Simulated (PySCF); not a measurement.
# C$_{5}$H$_{5}$ClO$_{2}$Si: what the fields show

```tsv
atom	x (Å)	y (Å)	z (Å)
O	-2.8062	0.7137	0.4550
C	-2.0002	-0.0703	0.0147
O	-2.3730	-1.2647	-0.4981
C	-0.5600	0.1032	-0.0461
C	0.0700	1.2107	0.4078
C	1.5049	1.2376	0.2827
C	2.0436	0.1398	-0.2790
Cl	3.7233	-0.0377	-0.5228
Si	0.6852	-1.1304	-0.7356
H	-3.3370	-1.3558	-0.4447
H	-0.4604	2.0433	0.8463
H	2.0717	2.0902	0.6233
H	0.8238	-2.3523	0.0481
H	0.6138	-1.3276	-2.1786
```

Geometry: GFN2-xTB.

These are results of PySCF 2.14.0, CAM-B3LYP/def2-SVPD, SCF density, gas phase, not measurements.

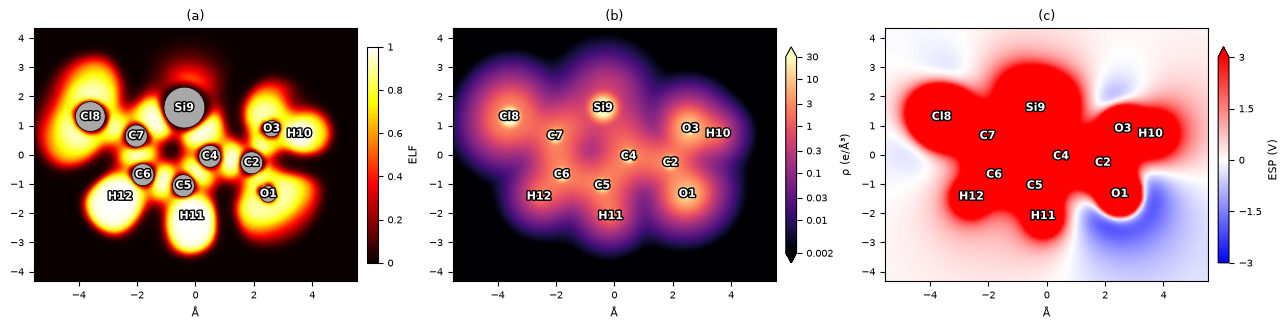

Figure 1. (a) ELF; (b) electron density; (c) electrostatic potential on the plane of atoms C7, C6 and H12. Grey discs cover the atomic cores in the ELF map.

Describe what can be read from this map.

Answer.
- Atoms in the plane: O, C, Cl, Si and H.
- C–O (1.21 Å): ρ at the midpoint is about 3.4 e/Å³; the ELF peaks at about 0.85 between the atoms (a multiple bond).
- C–C (1.35 Å): the density is about 2.3 e/Å³ at the midpoint; the ELF peaks at about 0.95 between the atoms; localised, covalent bonding.
- C–Cl (1.71 Å): ρ is about 1.5 e/Å³ halfway; the ELF peaks at about 0.90 between the atoms (a covalent bond).
- C–Si (1.88 Å): the density is about 0.95 e/Å³ at the midpoint; the ELF peaks at about 0.95 between the atoms, as expected for a covalent bond.
- O–H (0.97 Å): the density is about 3.7 e/Å³ at the midpoint; the ELF climbs to about 1 towards the hydrogen, as it does in any bond to H: an ordinary covalent bond to hydrogen.
- The ELF also peaks beside O1, Cl8 and O3, away from the bonds: lone-pair regions.
- Outside the dense part of the molecule the potential is most negative (−2.0 V) near O1.

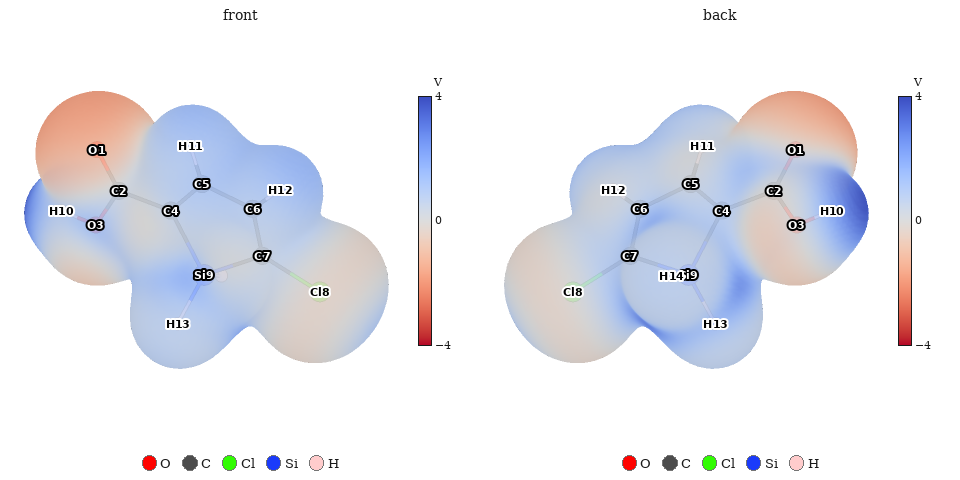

Figure 2. The electrostatic potential painted on the density surface at 0.004 e/bohr³, seen from the front and from behind; the colour scale runs from red (negative) to blue (positive).

Which sites attract a positive test charge, and which a negative one?

Answer. A positive charge is drawn to the negative regions and a negative charge to the positive ones. The most negative region (about −1.8 V) lies over O1, the most positive (about +3.6 V) over H10. Cl8 shows a σ-hole: about +1.0 V at the tip opposite its bond, against about −0.2 V on its flanks. O1 is the likeliest acceptor of a hydrogen bond.
